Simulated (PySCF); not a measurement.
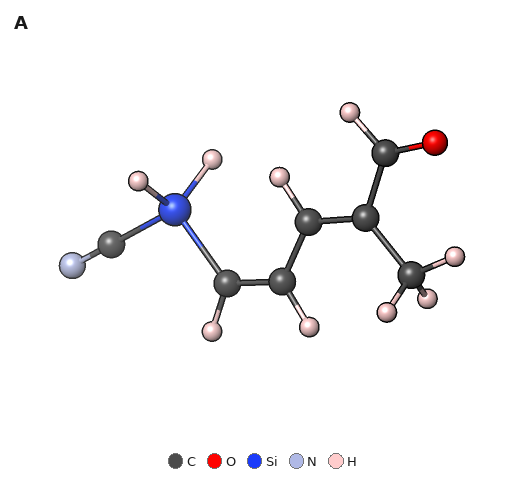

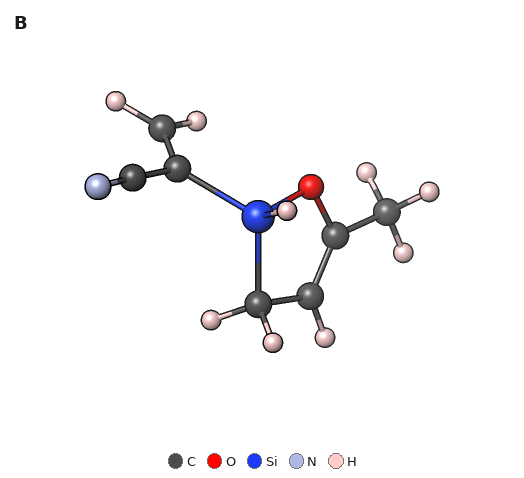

2 stationary structures of one formula. Geometries: GFN2-xTB. Electronic energies: PBE0/pcSseg-1 (PySCF 2.14.0), without zero-point energy. No frequency run is at hand to confirm each as a minimum. Each is one conformer, not always the lowest.

How are they related?

Answer. They are constitutional isomers of C7H9NOSi: A `C/C(C=O)=C\C=C/[SiH2]C#N`, B `C=C(C#N)[Si@H]1CC=C(C)O1`.

Which is lowest in energy, and by how much?

Answer. B is lowest; A lies 1.172 eV above it.

The geometry is semi-empirical. Around Si such bond lengths and angles can be off by a tenth of an ångström or more and by several degrees, and values that hang on the shape move with them.
